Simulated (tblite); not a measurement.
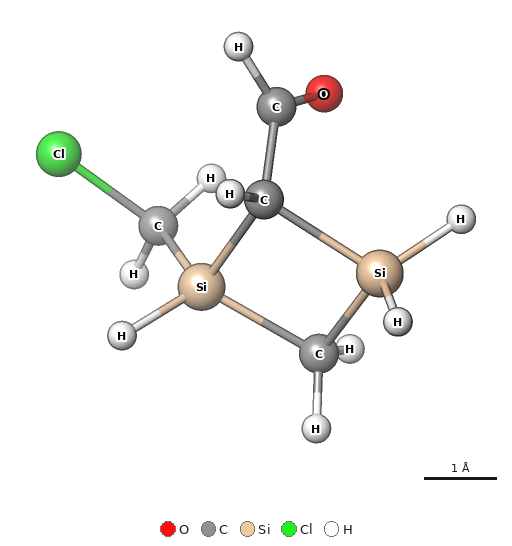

The structure (ball-and-stick view, seen at a tilt).

## Run report: C4H9ClOSi2, frequency calculation

C4H9ClOSi2, computed with GFN2-xTB harmonic vibrations, gas phase (tblite 0.8.0).

It belongs to a series of runs on one base structure; here: CH2 replaced by C=O.

The input
```
{"job": {"kind": "ir", "xc": "GFN2-xTB", "basis": "xTB"}, "charge": 0, "multiplicity": 1}
O      0.144429     1.396256    -1.770824
C      0.334721     1.791153    -0.640835
C      0.754432     0.929542     0.456768
Si     1.970207    -0.439897    -0.176928
C      0.581624    -1.743859     0.071762
Si    -0.592374    -0.428522     0.810398
C     -2.189380    -0.149687    -0.186871
Cl    -3.015474     1.263986     0.519181
H      0.177057     2.859849    -0.393923
H      1.051874     1.506349     1.328049
H      3.079682    -0.598247     0.766236
H      2.423673    -0.232165    -1.543261
H      0.227835    -2.186295    -0.855395
H      0.833135    -2.563565     0.736692
H     -0.911070    -0.503104     2.237537
H     -1.988486     0.089493    -1.227961
H     -2.888884    -0.979256    -0.140537
```

The first line tells a small driver script what to run in tblite; the rest is the geometry in Å.

Launch command:
```bash
OMP_NUM_THREADS=1 python <driver script> task.json out
```

What the program printed
```
mode    cm-1     km/mol
  1      30.8      1.71
  2      38.7      1.92
  3      81.7     18.84
  4     103.6      2.55
  5     138.2      4.26
  6     181.1      2.26
  7     184.7      3.43
  8     229.2     10.23
  9     333.3      2.82
 10     440.4     27.77
 11     490.0      3.95
 12     531.2     20.13
 13     569.5     35.20
 14     584.1     49.77
 15     605.2     19.39
 16     636.8    114.63
 17     663.9    105.55
 18     672.9     40.16
 19     701.4     53.14
 20     734.3    214.31
 21     738.2     38.47
 22     751.2    162.53
 23     769.8    362.88
 24     799.4     80.20
 25     912.2      2.32
 26     930.6      8.69
 27    1027.5     57.93
 28    1071.8     51.29
 29    1075.7     38.39
 30    1086.4     26.80
 31    1185.2      2.03
 32    1231.5    157.83
 33    1377.8     25.18
 34    1422.2     13.37
 35    1443.5      8.60
 36    1704.3    296.48
 37    2249.7    316.99
 38    2261.8    319.56
 39    2341.9    269.13
 40    2745.1    151.48
 41    3004.2      4.16
 42    3006.7     19.04
 43    3009.6      8.81
 44    3019.1     14.62
 45    3032.7     14.87
```

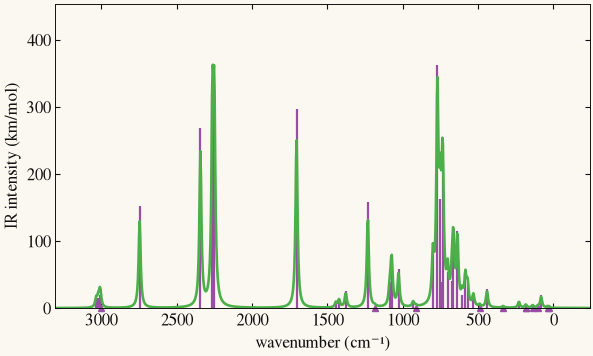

Harmonic infrared spectrum, unscaled: sticks (degenerate modes added up, dark ones marked on the axis) with a Lorentzian envelope of 16 cm⁻¹ full width, scaled to the tallest stick. 45 modes from 31 to 3033 cm⁻¹, none imaginary. The strongest line is at 770 cm⁻¹ (363 km/mol).

Results in brief

| quantity | value |
| --- | --- |
| outcome | converged |
| total energy | −684.8564 eV |
| zero-point energy | 71.6920 kcal/mol |
| hardware | 1 CPU thread, shared host |
| wall time | 1.5 s |
| peak memory | 0.18 GiB |
